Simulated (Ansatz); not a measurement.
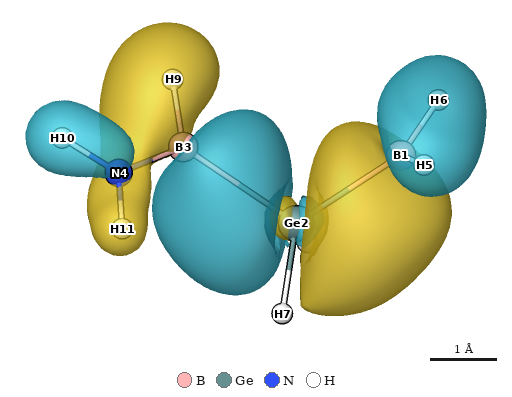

The picture shows: B2GeH7N (SMILES [BH2][GeH2][BH]N). One frontier orbital at ±0.08 Å⁻³ᐟ² (yellow and cyan are the two phases), seen across its widest extent.

Theory: RKS PBE/def2-SVP (Ansatz 0.2.0).

Input file:

```
crystal:
  periodic: [false, false, false]
  atoms:
    - { symbol: B, position_ang: [-1.4802, 1.5197, -0.199] }
    - { symbol: Ge, position_ang: [-0.8725, -0.3414, -0.104] }
    - { symbol: B, position_ang: [0.917, -0.3604, 0.761] }
    - { symbol: "N", position_ang: [2.232, -0.8852, 0.0183] }
    - { symbol: H, position_ang: [-1.756, 2.0439, -1.2798] }
    - { symbol: H, position_ang: [-1.6734, 2.2111, 0.7759] }
    - { symbol: H, position_ang: [-0.7308, -0.9261, -1.5283] }
    - { symbol: H, position_ang: [-1.8211, -1.1689, 0.7281] }
    - { symbol: H, position_ang: [1.0796, 0.0663, 1.9168] }
    - { symbol: H, position_ang: [2.62897, -1.54368, 0.75391] }
    - { symbol: H, position_ang: [2.81646, -0.05581, -0.0008] }
basis:
  gaussian: { orbitals: def2-SVP }
hamiltonian:
  xc: pbe
relax:
  f_tol: 0.015
  max_steps: 40
output:
  orbitals: {}
```

Launched as:

```sh
ansatz run input.yaml --threads 2 --pin off --max-ram 3072MiB --backend cpu --events-out ev --progress --plain --runs-dir out
```

The fields are those of the relaxed geometry.

### Which orbital is it: HOMO or LUMO?

The HOMO, at −6.25 eV. By Hirshfeld shares it lies mainly on Ge2 (about 35 %), B3 (about 20 %), B1 (about 20 %) and H9 (about 5 %).
